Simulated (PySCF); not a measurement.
CH$_{7}$GaN$_{2}$, SMILES `N=[CH][GaH2-][NH3+]`.

Method: B3LYP/def2-TZVP; geometry: GFN2-xTB; program: PySCF. No frequency check shows the geometry to be a minimum. GFN2-xTB bond lengths at metals and heavier atoms can be off by up to 0.1 Å and shapes distorted, which carries into these values.

Cartesian coordinates (Å):

```
N1      -1.9979   -0.2958    0.0015
C2      -1.3163    0.7819   -0.0020
Ga3      0.6774    0.3872    0.0002
N4       0.3345   -1.6558   -0.0008
H5      -3.0182   -0.1961    0.0025
H6      -1.8415    1.7514   -0.0039
H7       1.4668    0.6606   -1.2974
H8       1.4623    0.6591    1.3030
H9      -0.7062   -1.5164   -0.0037
H10      0.5873   -2.1965    0.8243
H11      0.5901   -2.1955   -0.8251
```

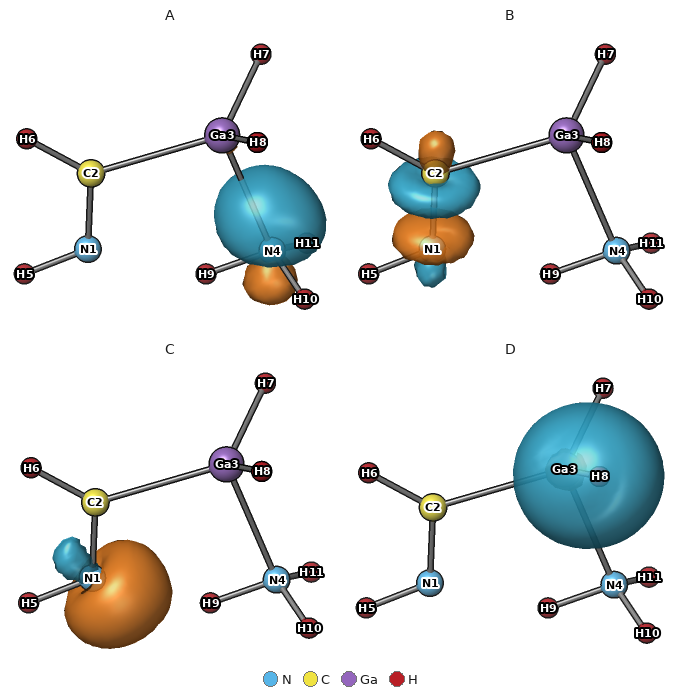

Intrinsic bond orbitals (IBO), occupied and valence-virtual; each surface holds about 70 % of the orbital's density. Energies are diagonal elements of the Fock matrix.

Q: Name the orbitals, with their atomic make-up and energies.

A: By panel:
- A: pair mostly on N4, shared in part with Ga3 (N4 85 %, Ga3 14 %; −11.3 eV)
- B: σ* orbital C2–N1 (C2 57 %, N1 43 %; 15.6 eV)
- C: lone pair on N1 (sp1.9-type) (N1 92 %, H9 4 %; −10.2 eV)
- D: σ bond H8–Ga3 (H8 58 %, Ga3 42 %; −8.9 eV)
